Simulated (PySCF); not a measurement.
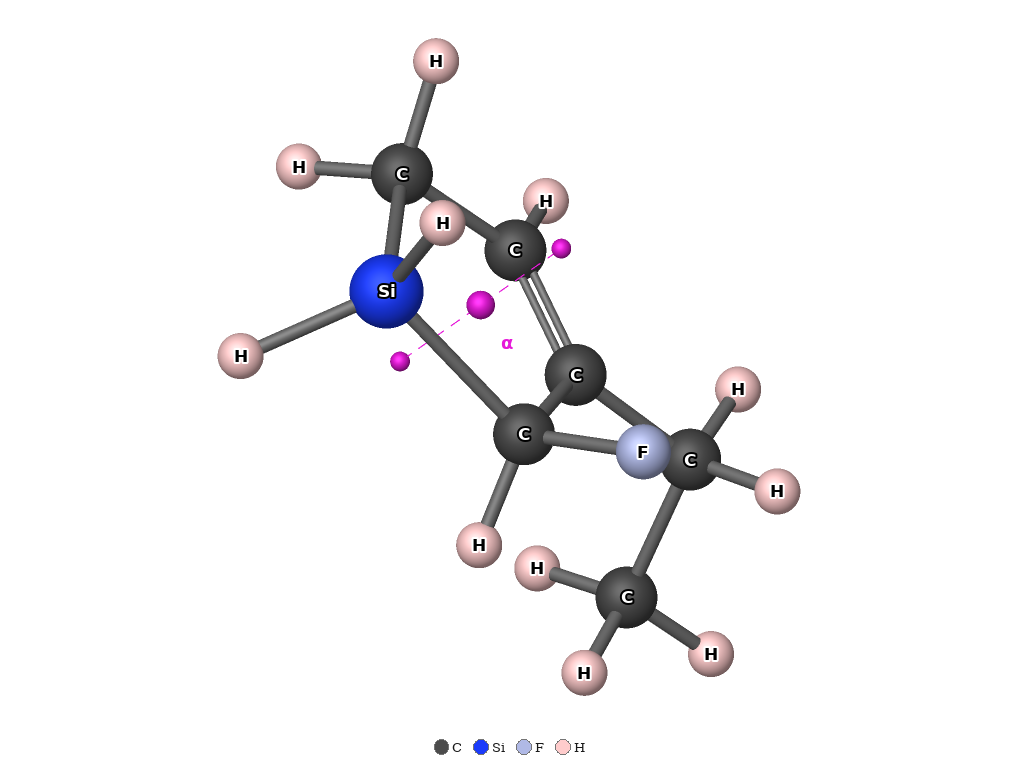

The small points mark where nucleus-independent chemical shifts (NICS) were computed: at the centre of each lettered ring and 1 Å above and below it. The geometry was computed by an optimisation with GFN2-xTB. No frequency run is at hand to confirm it as a minimum. Properties computed with GIAO PBE0/pcSseg-1 NMR shielding, non-relativistic, gas phase (PySCF 2.14.0).

Give NICS(0), NICS(1) and the out-of-plane component NICS(1)zz for each ring (means of the two sides).

| ring | members | NICS(0) | NICS(1) | NICS(1)zz |
| --- | --- | --- | --- | --- |
| α | C4Si | −2.0 | −3.3 | −1.2 |

Values in ppm.

> What do the values say about the ring currents?

Ring α: weak, as in a non-aromatic ring. NICS is one index among several.

The geometry is semi-empirical. Around Si such bond lengths and angles can be off by a tenth of an ångström or more and by several degrees, and values that hang on the shape move with them.
